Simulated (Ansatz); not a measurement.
**Cl4H4NOTa: density, localisation and related maps**

Input

```
crystal:
  periodic: [false, false, false]
  atoms:
    - { symbol: Ta, position_ang: [-0.342542, 0.374281, 0.06896] }
    - { symbol: Cl, position_ang: [2.073714, 0.747704, 0.134897] }
    - { symbol: Cl, position_ang: [-0.321731, 0.061637, 2.388514] }
    - { symbol: "N", position_ang: [0.0497, -0.449757, -1.664049] }
    - { symbol: H, position_ang: [-0.61317, -0.986447, -2.194808] }
    - { symbol: H, position_ang: [0.96371, -0.46851, -2.080353] }
    - { symbol: Cl, position_ang: [-0.985262, 2.53407, -0.320559] }
    - { symbol: Cl, position_ang: [-2.431599, -0.660151, -0.105087] }
    - { symbol: O, position_ang: [1.281546, -2.313392, 0.743462] }
    - { symbol: H, position_ang: [1.486455, -2.936107, 0.060765] }
    - { symbol: H, position_ang: [2.058179, -1.736327, 0.817158] }
basis:
  gaussian: { orbitals: def2-SVP }
hamiltonian:
  xc: hf
relax:
  f_tol: 0.03
  max_steps: 50
output:
  orbitals: {}
```

Run with:

```sh
ansatz run input.yaml --threads 4 --pin off --max-ram 5120MiB --backend cpu --events-out ev --progress --plain --runs-dir out
```

The fields are those of the run's last geometry, not of the input's.

Core potentials replace the inner electrons of Ta.

These are results of RHF/def2-SVP in Ansatz, not measurements.

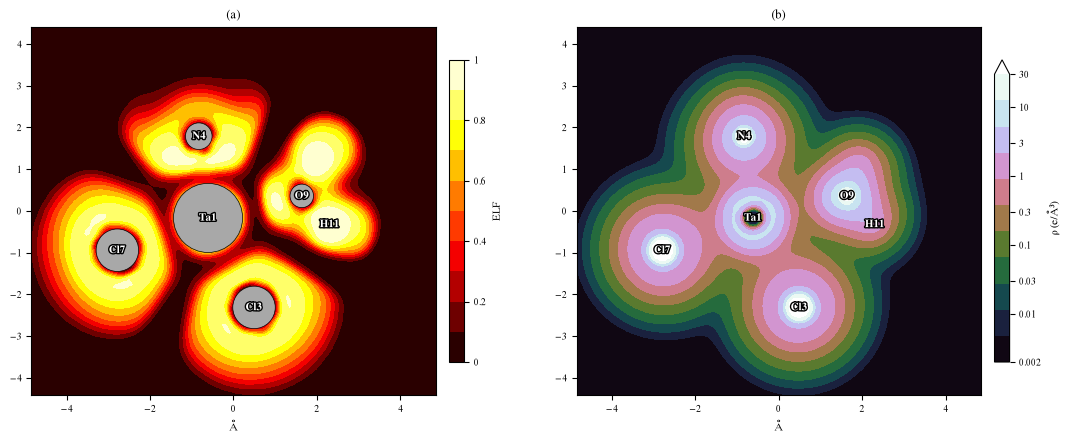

Figure 1. (a) electron localisation function; (b) electron density on the plane of atoms Cl3, Ta1 and O9. Grey discs cover the atomic cores in the ELF map.

Question: Read the bonding off the picture.

Answer: The plane passes through Ta, Cl, N, O and H nuclei.
Ta–N (1.97 Å): the density is about 1 e/Å³ at the midpoint; the ELF peaks at about 0.90 in the valence shell of N, 0.6 Å from its nucleus, and is about 0.35 at the midpoint.
Ta–Cl (2.31 Å): ρ at the midpoint is about 0.67 e/Å³; the ELF peaks at about 0.85 in the valence shell of Cl, 0.8 Å from its nucleus, and is about 0.45 at the midpoint.
Ta–O (2.31 Å): ρ is about 0.35 e/Å³ halfway; the ELF peaks at about 0.90 in the valence shell of O, 0.6 Å from its nucleus, and drops to about 0.10 between the two atoms.
O–H (0.95 Å): ρ at the midpoint is about 3.9 e/Å³; the ELF climbs to about 1 towards the hydrogen, as it does in any bond to H: a covalent bond by its length.
Ta–Cl (2.41 Å): ρ is about 0.54 e/Å³ halfway; the ELF peaks at about 0.85 in the valence shell of Cl, 0.9 Å from its nucleus, and is about 0.35 at the midpoint.

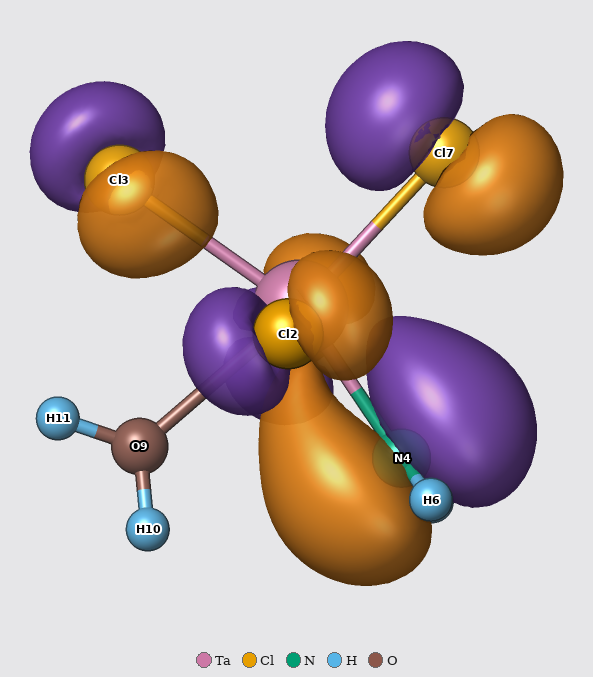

Figure 2. The HOMO−1 at ±0.1 Å⁻³ᐟ² (orange and purple are the two phases), seen across its widest extent.

Question: Describe this orbital and give its energy.

Answer: It lies mainly on N4 (about 45 %), Cl7 (about 15 %), Cl3 (about 10 %), Cl2 (about 10 %) and Ta1 (about 10 %); largely a combination of lone pairs on N4, Cl7, Cl3 and Cl2. Its energy is −11.67 eV.
